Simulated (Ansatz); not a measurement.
# WHO (doublet): inputs that go wrong

3 inputs are run for WHO (doublet) as typed; the log has to tell whether the result can be used and what must change.

Program: Ansatz 0.2.0, Gaussian basis. Level of theory: the settings change from run to run. These are calculated values, not measurements.

30 further runs of the same task are left out: 3 for a known fault of the program, 13 that didn't finish, 14 set aside as unsound or not needed.

### 1 What is computed

The geometry is a PBE0/def2-TZVP stationary point (not a proven minimum). No spin-orbit coupling is included. Elements past krypton take def2 core potentials.

3 atoms, charge 0, spin multiplicity 2.

Atoms are counted from 1 here; the program's logs count them from 0.

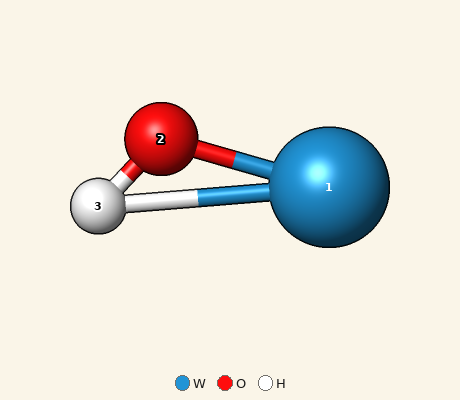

The geometry (tungsten blue, oxygen red, hydrogen white); atoms are numbered from 1 in the order of the file.

### 2 Try 1

File in.yaml:

```yaml
crystal:
  periodic: [false, false, false]
  atoms:
    - {symbol: W, position_ang: [0.000000, 0.005701, 0.157938]}
    - {symbol: O, position_ang: [0.000000, -0.110996, -1.677910]}
    - {symbol: H, position_ang: [0.000000, 0.722005, -2.172591]}
basis:
  gaussian: {orbitals: def2-SVP}
correlation: {method: sc_nevpt2, electrons: valence, active_space: {window: {electrons: 3, orbitals: 3}}}
accuracy: high
magnetization: {spin_polarized: true, initial_magnetization: 1}
```

Started as:

```sh
> ansatz run in.yaml --threads 1 --pin off --events-out ev --progress --plain --max-ram 2393MiB
```

Standard output:

```text
Error: invalid value for `correlation.active_space`: it starts from restricted Hartree–Fock orbitals; set hamiltonian.xc: hf without magnetization.spin_polarized
```

Run time: 0.03 s. Hardware: 1 thread of Arm Neoverse V1, shared host.

Diagnosis: The run was refused. An active space is asked on unrestricted orbitals. Cure: drop spin_polarized: true.

### 3 Try 2

File in.yaml:

```yaml
crystal:
  periodic: [false, false, false]
  atoms:
    - {symbol: W, position_ang: [0.000000, 0.005701, 0.157938]}
    - {symbol: O, position_ang: [0.000000, -0.110996, -1.677910]}
    - {symbol: H, position_ang: [0.000000, 0.722005, -2.172591]}
basis:
  gaussian: {orbitals: def2-SVP}
magnetization: {spin_polarized: false, initial_magnetization: 1}
correlation: {method: mp4, electrons: all}
```

The command is unchanged.

Standard output:

```text
Error: YAML parse error: error: line 10 column 23: unknown variant `mp4`, expected one of mp2, rpa, ccsd, ccsd_t, bccd, bccd_t, ccsdt, ccsdt_q, ccsdt_q_b, ccsdtq, fci, sc_nevpt2, fic_nevpt4_sd, fic_mrcisd_q, fic_mrcisd_q_relaxed
  --> <input>:10:23
   |
 8 |   gaussian: {orbitals: def2-SVP}
 9 | magnetization: {spin_polarized: false, initial_magnetization: 1}
10 | correlation: {method: mp4, electrons: all}
   |                       ^ unknown variant `mp4`, expected one of mp2, rpa, ccsd, ccsd_t, bccd, bccd_t, ccsdt, ccsdt_q, ccsdt_q_b, ccsdtq, fci, sc_nevpt2, fic_nevpt4_sd, fic_mrcisd_q, fic_mrcisd_q_relaxed
```

Run time: 0.03 s. Hardware: 1 thread of Arm Neoverse V1, shared host.

Diagnosis: The run was refused. The method's name isn't one that the program knows. Fix: name one from the list in the message.

### 4 Try 3

File in.yaml:

```yaml
crystal:
  periodic: [false, false, false]
  atoms:
    - {symbol: W, position_ang: [0.000000, 0.005701, 0.157938]}
    - {symbol: O, position_ang: [0.000000, -0.110996, -1.677910]}
    - {symbol: H, position_ang: [0.000000, 0.722005, -2.172591]}
basis:
  gaussian: {orbitals: def2-SVP}
magnetization: {spin_polarized: false, initial_magnetization: 1}
correlation: {method: sc_nevpt2, electrons: valence, active_space: {window: {electrons: 3, orbitals: 3}, states: [{multiplicity: 2, irrep: E1u, weights: [1]}]}}
scf: {lower_state_search: off}
```

Launched as before.

Standard output:

```text
Functional definition: HF
  name "HF"
  cite "Fock, Z. Phys. 61, 126 (1930) doi:10.1007/BF01340294"
  parent pbe
  exchange = exact_x
  correlation = 0
these checks for a lower state are left out or cut short: stability, starts, cluster_reference, orbital_swaps, neighbouring_geometries, increment
the irreps are read with x along [0.000, 1.000, 0.000], y along [0.000, 0.000, 1.000] and z along [1.000, 0.000, 0.000] of the geometry given
926 factors; integrals over basis functions are off by at most 1.3e-7 eV
mean field evaluation 1: about -3851.5760 eV, gradient 3.2e1 eV
mean field evaluation 2: about -3851.5813 eV, gradient 3.2e1 eV
mean field evaluation 4: about -3853.8910 eV, gradient 3.0e0 eV
mean field evaluation 8: about -3853.9516 eV, gradient 3.0e-1 eV
mean field evaluation 16: about -3854.2528 eV, gradient 2.0e-3 eV
mean field -3854.25281064 eV, -141.6411782845 hartree, gradient 2.8e-6 eV, S^2 0.750000; 0 other end points of the search recorded, 0 dependent functions left out
reference -3854.25281064 eV, -141.6411782845 hartree; 12, 11 occupied and 39, 40 virtual orbitals, 926 factors
Error: the irrep E1u is not accepted for these orbitals, which take A', A'', or 1 to 2
```

Run time: 0.73 s. Hardware: 1 thread of Arm Neoverse V1, shared host.

What is wrong: The run stopped with an error. The symmetry label isn't in the molecule's group. Cure: name an irrep that the log lists.

### 5 How the runs ended

```csv
try,level,ended,cause,time
1,"NEVPT2(3,3)/def2-SVP",refused,an active space is asked on unrestricted orbitals,0.03 s
2,'mp4'/def2-SVP,refused,the method's name isn't one that the program knows,0.03 s
3,"NEVPT2(3,3)/def2-SVP",stopped by an error,the symmetry label isn't in the molecule's group,0.73 s
```

2 refused, 1 stopped by an error.
